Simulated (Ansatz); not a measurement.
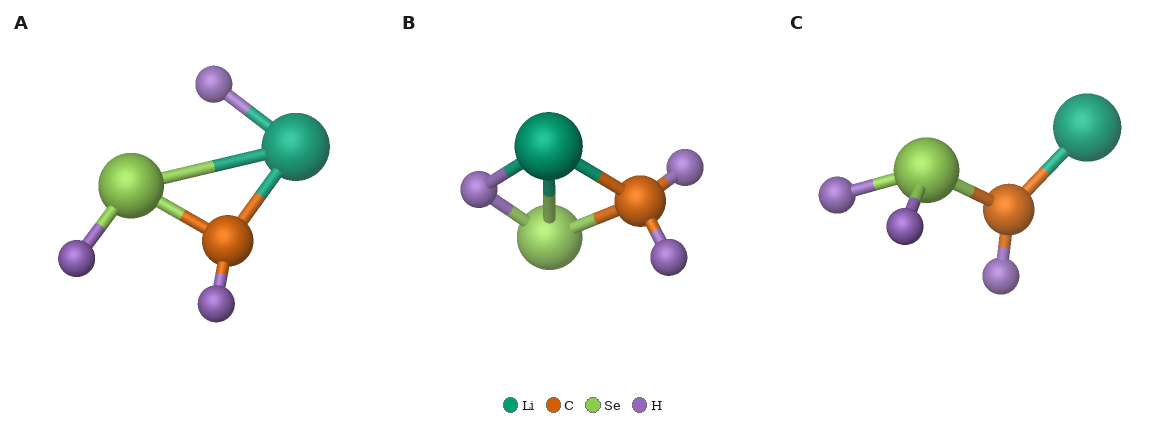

3 stationary structures of one formula. Geometries: PBE-D4/def2-SVP. Electronic energies: PBE-D4/def2-SVP (Ansatz 0.2.0), without zero-point energy. No frequency run is at hand to confirm each as a minimum.

**Which structure is the most stable?**

B is lowest; C lies 2.593 eV above it (Cs), A lies 2.611 eV above it (Cs).
